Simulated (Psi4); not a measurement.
# Run report: SiH4S, excited-state calculation

SiH4S, SMILES [SiH3]S, computed with TDDFT (CAM-B3LYP)/6-31G*, RKS (Psi4 1.11).

The geometry was optimised with CAM-B3LYP/6-31G*.

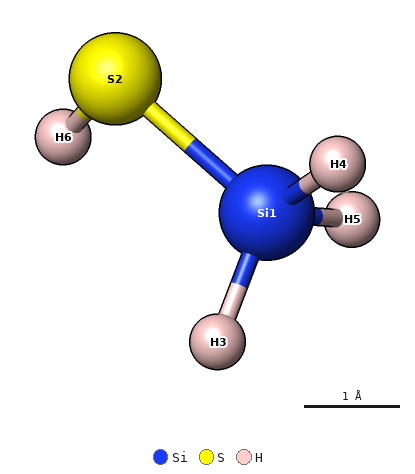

Fig. 1: The structure as given in the input (ball-and-stick view, seen at a tilt; atoms are numbered from 1 in the order of the input).

### The input (calc.in)
```python
memory 1.6 GB

molecule {
  0 1
  Si    -0.173490    -0.266993    -0.406375
  S      0.930885     0.018090     1.414762
  H     -1.633674    -0.140769    -0.184544
  H      0.156035    -1.642046    -0.840396
  H      0.232483     0.704783    -1.449784
  H      0.517879     1.277615     1.651150
}

set globals {
  basis 6-31G*
  save_jk true
}

from psi4.driver.procrouting.response.scf_response import tdscf_excitations
result, w = energy("cam-b3lyp", return_wfn=True)
states = tdscf_excitations(w, states=6, tda=False)
print_variables()
```

Command:
```bash
psi4 -i calc.in -o calc.out -n 1
```

### What the program printed
```
Psi4 1.11 release

   => Loading Basis Set <=

    Name: 6-31G*
    Role: ORBITAL
    Keyword: BASIS

         ---------------------------------------------------------
                                   SCF
                              RKS Reference
                        1 Threads,   1525 MiB Core
         ---------------------------------------------------------

  ==> Geometry <==

    Molecular point group: c1
    Full point group: C1

    Geometry (in Angstrom), charge = 0, multiplicity = 1:

       Center              X                  Y                   Z               Mass
    ------------   -----------------  -----------------  -----------------  -----------------
         SI          -0.551350643693    -0.162427621885    -0.922685965430    27.976926534650
         S            0.553024356307     0.122655378115     0.898451034570    31.972071174400
         H           -2.011534643693    -0.036203621885    -0.700854965430     1.007825032230
         H           -0.221825643693    -1.537480621885    -1.356706965430     1.007825032230
         H           -0.145377643693     0.809348378115    -1.966094965430     1.007825032230
         H            0.140018356307     1.382180378115     1.134839034570     1.007825032230

  Running in c1 symmetry.

  Rotational constants: A =      2.20876  B =      0.20786  C =      0.20338 [cm^-1]
  Rotational constants: A =  66216.82887  B =   6231.57890  C =   6097.11960 [MHz]
  Nuclear repulsion =   88.872123741434024

  Charge       = 0
  Multiplicity = 1
  Electrons    = 34
  Nalpha       = 17
  Nbeta        = 17

  ==> Algorithm <==

  SCF Algorithm Type is DF.
  DIIS enabled.
  MOM disabled.
  Fractional occupation disabled.
  Guess Type is SAD.
  Energy threshold   = 1.00e-06
  Density threshold  = 1.00e-06
  Integral threshold = 1.00e-12

  ==> Primary Basis <==

  Basis Set: 6-31G*
    Blend: 6-31G*
    Number of shells: 24
    Number of basis functions: 46
    Number of Cartesian functions: 46
    Spherical Harmonics?: false
    Max angular momentum: 2

  ==> DFT Potential <==

   => LibXC <=

    Version 7.1.2

   => Composite Functional: CAM-B3LYP <=

    CAM-B3LYP Hyb-GGA Exchange-Correlation Functional

    Deriv               =              1
    GGA                 =           TRUE
    Meta                =          FALSE

    Exchange Hybrid     =           TRUE
    MP2 Hybrid          =          FALSE

   => Exchange Functionals <=

    0.3500         Becke 88 [omega = 0.3300]
    0.4600   Short-range recipe for B88 functional - erf [omega = 0.3300]

   => Exact (HF) Exchange <=

    0.4600            HF,LR [omega = 0.3300]
    0.1900               HF

   => Correlation Functionals <=

    0.1900   Vosko, Wilk & Nusair (VWN5)
    0.8100   Lee, Yang & Parr

   => LibXC Density Thresholds  <==

    XC_HYB_GGA_XC_CAM_B3LYP:  1.00E-14

   => Molecular Quadrature <=

    Radial Scheme          =       TREUTLER
    Pruning Scheme         =           NONE
    Nuclear Scheme         =       TREUTLER

    Blocking Scheme        =         OCTREE
    BS radius alpha        =              1
    Pruning alpha          =              1
    Radial Points          =             75
    Spherical Points       =            302
    Total Points           =         130155
    Total Blocks           =           1043
    Max Points             =            256
    Max Functions          =             46
    Weights Tolerance      =       1.00E-15

   => Loading Basis Set <=

    Name: (6-31G* AUX)
    Role: JKFIT
    Keyword: DF_BASIS_SCF

  ==> Integral Setup <==

  DFHelper Memory: AOs need 0.018 GiB; user supplied 0.966 GiB.
  SCF_SUBTYPE=INCORE selected. In-core MEM_DF algorithm will be used.
  Using in-core AOs.

  ==> MemDFJK: Density-Fitted J/K Matrices <==

    J tasked:                   Yes
    K tasked:                   Yes
    wK tasked:                  Yes
    Omega:                3.300E-01
    Memory [MiB]:               989
    Algorithm:                 Core
    Schwarz Cutoff:           1E-12
    Mask sparsity (%):       0.2836
    Fitting Condition:        1E-10

   => Auxiliary Basis Set <=

  Basis Set: (6-31G* AUX)
    Blend: CC-PVDZ-JKFIT
    Number of shells: 108
    Number of basis functions: 360
    Number of Cartesian functions: 360
    Spherical Harmonics?: false
    Max angular momentum: 3

  Cached 100.0% of DFT collocation blocks in 0.151 [GiB].

  Minimum eigenvalue in the overlap matrix is 9.3564422339E-03.
  Reciprocal condition number of the overlap matrix is 1.7422030229E-03.
    Using symmetric orthogonalization.

  ==> Pre-Iterations <==

  SCF Guess: Superposition of Atomic Densities via on-the-fly atomic UHF (no occupation information).

   -------------------------
    Irrep   Nso     Nmo
   -------------------------
     A         46      46
   -------------------------
    Total      46      46
   -------------------------

  ==> Iterations <==

                           Total Energy        Delta E     RMS |[F,P]|

   @DF-RKS iter SAD:  -689.67601663955372   -6.89676e+02   0.00000e+00
   @DF-RKS iter   1:  -690.03331398874695   -3.57297e-01   5.10843e-03 ADIIS/DIIS
   @DF-RKS iter   2:  -690.05725313182199   -2.39391e-02   3.40796e-03 ADIIS/DIIS
   @DF-RKS iter   3:  -690.07189363293890   -1.46405e-02   2.94999e-04 ADIIS/DIIS
   @DF-RKS iter   4:  -690.07203187504922   -1.38242e-04   8.90977e-05 DIIS
   @DF-RKS iter   5:  -690.07204631348066   -1.44384e-05   2.44610e-05 DIIS
   @DF-RKS iter   6:  -690.07204725380859   -9.40328e-07   2.58609e-06 DIIS
   @DF-RKS iter   7:  -690.07204726819327   -1.43847e-08   3.70092e-07 DIIS
  Energy and wave function converged.

  ==> Post-Iterations <==

   Electrons on quadrature grid:
      Ntotal   =   34.0000079733 ; deviation = 7.973e-06

    Orbital Energies [Eh]
    ---------------------

    Doubly Occupied:

       1A    -88.943987     2A    -66.226983     3A     -8.011564
       4A     -5.976655     5A     -5.973060     6A     -5.967470
       7A     -5.380673     8A     -3.740538     9A     -3.738591
      10A     -3.738351    11A     -0.819682    12A     -0.619657
      13A     -0.485553    14A     -0.432517    15A     -0.421952
      16A     -0.387222    17A     -0.318921

    Virtual:

      18A      0.043639    19A      0.079989    20A      0.100080
      21A      0.111822    22A      0.158574    23A      0.234239
      24A      0.268384    25A      0.271304    26A      0.308285
      27A      0.387383    28A      0.416830    29A      0.447665
      30A      0.559922    31A      0.594549    32A      0.607907
      33A      0.716906    34A      0.721009    35A      0.727105
      36A      0.799422    37A      0.836052    38A      0.922301
      39A      0.933279    40A      1.022694    41A      1.177986
      42A      1.217874    43A      1.229041    44A      1.291929
      45A      2.939640    46A      3.960490

    Final Occupation by Irrep:
              A
    DOCC [    17 ]
    NA   [    17 ]
    NB   [    17 ]

  @DF-RKS Final Energy:  -690.07204726819327

   => Energetics <=

    Nuclear Repulsion Energy =             88.8721237414340237
    One-Electron Energy =               -1130.3149744787322106
    Two-Electron Energy =                 387.8641712863115458
    DFT Exchange-Correlation Energy =     -36.4933678172066323
    Empirical Dispersion Energy =           0.0000000000000000
    VV10 Nonlocal Energy =                  0.0000000000000000
    Total Energy =                       -690.0720472681931597

Computation Completed

Properties will be evaluated at   0.000000,   0.000000,   0.000000 [a0]

Properties computed using the SCF density matrix

 Multipole Moments:

 ------------------------------------------------------------------------------------
     Multipole            Electronic (a.u.)      Nuclear  (a.u.)        Total (a.u.)
 ------------------------------------------------------------------------------------

 L = 1.  Multiply by 2.5417464519 to convert [e a0] to [Debye]
 Dipole X            :          1.7233082           -2.0961577           -0.3728495
 Dipole Y            :         -0.2603652            0.5789060            0.3185408
 Dipole Z            :          2.3686492           -2.7045851           -0.3359359
 Magnitude           :                                                    0.5944224

 ------------------------------------------------------------------------------------

	total time  =          3 seconds =       0.05 minutes

******************************************************************************************
**********                               WARNING                                **********
**********       The names of excited state variables changed between 1.5       **********
**********     and 1.6. For a quick solution, remove the symmetry specifier     **********
**********   from the variable name. For full details, see 'Notes on Psivars'   **********
**********                        in the documentation.                         **********
******************************************************************************************

         ---------------------------------------------------------
                         TDSCF excitation energies
         ---------------------------------------------------------

  ==> Options <==

     Residual threshold  : 1.0000e-04
     Initial guess       : denominators
     Reference           : RHF
     Solver type         : RPA (Hamiltonian)

  ==> Requested Excitations <==

      6 singlet states with A symmetry

  ==> Seeking the lowest 6 singlet states with A symmetry

                        Generalized Hamiltonian Solver

  ==> Options <==

    Max number of iterations        = 60
    Eigenvector tolerance           = 1.0000e-04
    Max number of expansion vectors = 1200

  => Iterations <=
                              Max[D[value]]     Max[|R|]   # vectors
  HamiltonianSolver iter   1:   3.30958e-01  1.27946e-01     24
  HamiltonianSolver iter   2:   4.60971e-03  3.00829e-02     36
  HamiltonianSolver iter   3:   1.77017e-04  6.69044e-03     48
  HamiltonianSolver iter   4:   6.45913e-06  1.55396e-03     60
  HamiltonianSolver iter   5:   2.27741e-07  3.69648e-04     72
  HamiltonianSolver iter   6:   1.17357e-08  7.21947e-05     78      Converged

******************************************************************************************
**********                               WARNING                                **********
**********  Length-gauge rotatory strengths are **NOT** gauge-origin invariant  **********
******************************************************************************************

                                    Excitation Energy         Total Energy        Oscillator Strength             Rotatory Strength
     #   Sym: GS->ES (Trans)        au              eV              au          au (length)    au (velocity)    au (length)    au (velocity)
    ---- -------------------- --------------- --------------- --------------- --------------- --------------- --------------- ---------------
     1        A->A (1 A)       0.23150         6.29941        -689.84055       0.0165          0.0221         -0.0000         -0.0000
     2        A->A (1 A)       0.24122         6.56404        -689.83082       0.0005          0.0003          0.0001          0.0001
     3        A->A (1 A)       0.29353         7.98747        -689.77851       0.0004          0.0016          0.0000          0.0000
     4        A->A (1 A)       0.30285         8.24090        -689.76920       0.0402          0.0681          0.0002          0.0002
     5        A->A (1 A)       0.31622         8.60478        -689.75583       0.0860          0.1041         -0.0003         -0.0004
     6        A->A (1 A)       0.32630         8.87896        -689.74575       0.0053          0.0031         -0.0001         -0.0000

Contributing excitations and de-excitations
Only contributions with abs(coeff) > 1.00e-01 will be printed:

Excited State    1 (1 A):   0.23150 au   196.82 nm f = 0.0165
  Sums of squares: Xssq =  1.000949e+00; Yssq =  9.491717e-04; Xssq - Yssq =  1.000000e+00
     17a  ->  18a     0.952148 (90.659%)
     17a  ->  19a     0.269024 ( 7.237%)

Excited State    2 (1 A):   0.24122 au   188.88 nm f = 0.0005
  Sums of squares: Xssq =  1.001375e+00; Yssq =  1.374705e-03; Xssq - Yssq =  1.000000e+00
     17a  ->  18a    -0.273152 ( 7.461%)
     17a  ->  19a     0.950467 (90.339%)

Excited State    3 (1 A):   0.29353 au   155.22 nm f = 0.0004
  Sums of squares: Xssq =  1.000182e+00; Yssq =  1.818516e-04; Xssq - Yssq =  1.000000e+00
     17a  ->  20a    -0.989137 (97.839%)

Excited State    4 (1 A):   0.30285 au   150.45 nm f = 0.0402
  Sums of squares: Xssq =  1.000338e+00; Yssq =  3.381821e-04; Xssq - Yssq =  1.000000e+00
     16a  ->  18a     0.686475 (47.125%)
     17a  ->  21a     0.707239 (50.019%)

Excited State    5 (1 A):   0.31622 au   144.09 nm f = 0.0860
  Sums of squares: Xssq =  1.001484e+00; Yssq =  1.483947e-03; Xssq - Yssq =  1.000000e+00
     15a  ->  18a     0.176267 ( 3.107%)
     15a  ->  19a     0.120154 ( 1.444%)
     16a  ->  18a    -0.512941 (26.311%)
     16a  ->  19a     0.696721 (48.542%)
     17a  ->  21a     0.434518 (18.881%)

Excited State    6 (1 A):   0.32630 au   139.64 nm f = 0.0053
  Sums of squares: Xssq =  1.001158e+00; Yssq =  1.157639e-03; Xssq - Yssq =  1.000000e+00
     15a  ->  18a     0.847180 (71.771%)
     15a  ->  20a     0.110021 ( 1.210%)
     16a  ->  19a    -0.426706 (18.208%)
     17a  ->  21a     0.242354 ( 5.874%)

******************************************************************************************
**********                               WARNING                                **********
**********       The names of excited state variables changed between 1.5       **********
**********     and 1.6. For a quick solution, remove the symmetry specifier     **********
**********   from the variable name. For full details, see 'Notes on Psivars'   **********
**********                        in the documentation.                         **********
******************************************************************************************

  Variable Map:
  ----------------------------------------------------------------------------
  "CURRENT ENERGY"              =>    -690.072047268193
  "CURRENT REFERENCE ENERGY"    =>    -690.072047268193
  "DD SOLVATION ENERGY"         =>       0.000000000000
  "DFT FUNCTIONAL TOTAL ENERGY" =>    -690.072047268193
  "DFT TOTAL ENERGY"            =>    -690.072047268193
  "DFT VV10 ENERGY"             =>       0.000000000000
  "DFT XC ENERGY"               =>     -36.493367817207
  "GRID ELECTRONS ALPHA"        =>      17.000003986660
  "GRID ELECTRONS BETA"         =>      17.000003986660
  "GRID ELECTRONS TOTAL"        =>      34.000007973321
  "NUCLEAR REPULSION ENERGY"    =>      88.872123741434
  "ONE-ELECTRON ENERGY"         =>   -1130.314974478732
  "PCM POLARIZATION ENERGY"     =>       0.000000000000
  "PE ENERGY"                   =>       0.000000000000
  "SCF ITERATION ENERGY"        =>    -690.072047268193
  "SCF ITERATIONS"              =>       7.000000000000
  "SCF TOTAL ENERGY"            =>    -690.072047268193
  "TWO-ELECTRON ENERGY"         =>     387.864171286312
  "XC GRID RADIAL POINTS"       =>      75.000000000000
  "XC GRID SPHERICAL POINTS"    =>     302.000000000000
  "XC GRID TOTAL POINTS"        =>  130155.000000000000

  Array Variable Map:
  ----------------------------------------------------------------------------
  "CURRENT DIPOLE"              =>      -0.372849536015 ... -0.335935927147 1 by 3
  "SCF DIPOLE"                  =>      -0.372849536015 ... -0.335935927147 1 by 3
  "SCF TOTAL ENERGIES"          =>    -689.676016639554 ... -690.072047268193 1 by 8

    Psi4 run time: 0:00:12.18
```

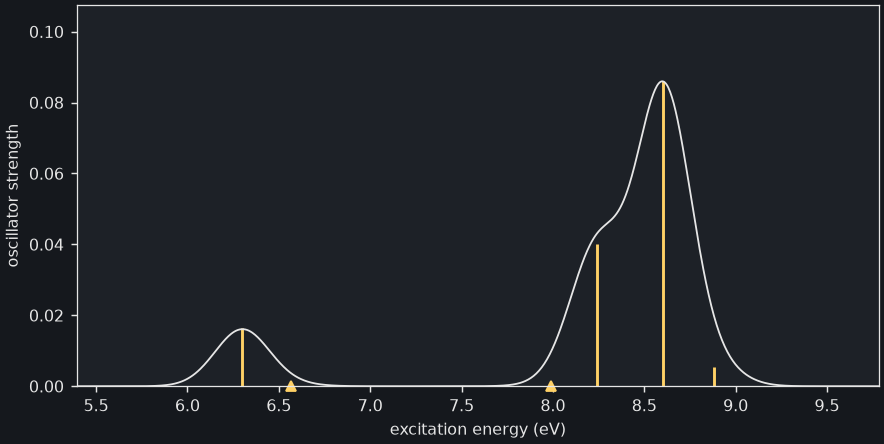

Fig. 2: Computed excitations as sticks (degenerate states added up, dark ones marked on the axis), with a Gaussian envelope of 0.35 eV full width at half maximum, scaled to the tallest. Of the 6 states the lowest lies at 6.30 eV (f = 0.017); the strongest line is at 8.60 eV, or 144 nm (f = 0.086).

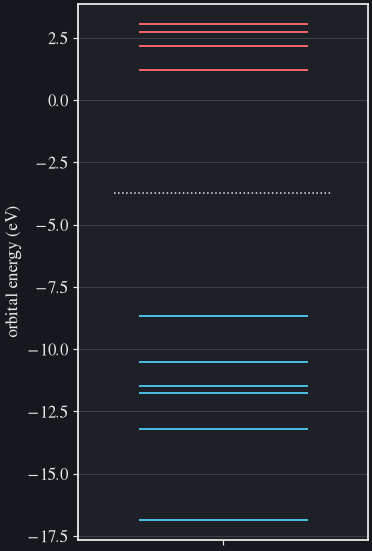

Fig. 3: Orbital energies near the frontier; the dotted line parts filled from empty levels, and levels within 0.02 eV of each other stand side by side. Highest filled −8.68 eV, lowest empty 1.19 eV, 9.87 eV apart.

### Results in brief

| quantity | value |
| --- | --- |
| outcome | converged |
| total energy | −690.072047 hartree |
| basis functions | 46 |
| HOMO | −8.68 eV |
| LUMO | 1.19 eV |
| dipole moment | 1.51 D |
| lowest excitation | 6.30 eV |
| hardware | 1 thread of Intel Xeon @ 2.90GHz (Ice Lake), 192 GiB of memory available, shared host |
| wall time | 14 s |
| peak memory | 0.39 GiB |
